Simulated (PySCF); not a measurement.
Consider TeC.

```xyz
2

Te    0.0000    0.0000   -0.1598
C     0.0000    0.0000    1.7302
```

Method: PBE0/x2c-SVPall, spin-free X2C-1e, Gaussian nucleus, at a bond length of 1.890 Å in PySCF.

> What can the converged electron density and electron localisation function tell about the bonding?

C–Te (1.89 Å): the density is about 1.2 e/Å³ at the midpoint; the ELF peaks at about 0.90 between the atoms; a covalent bond.

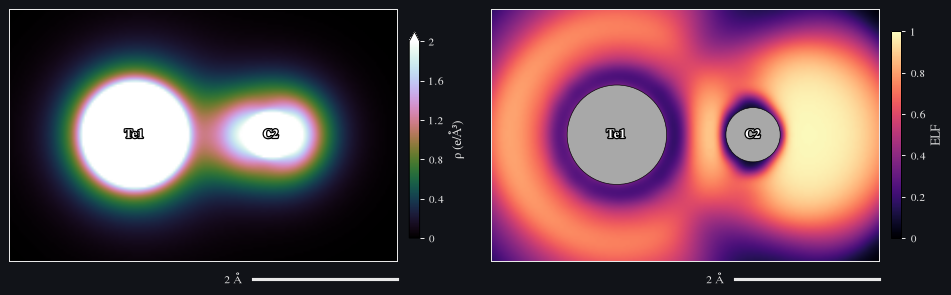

Computed electron density and electron localisation function on a plane that holds the molecular axis, in this order. Grey discs cover the atomic cores in the ELF map. 
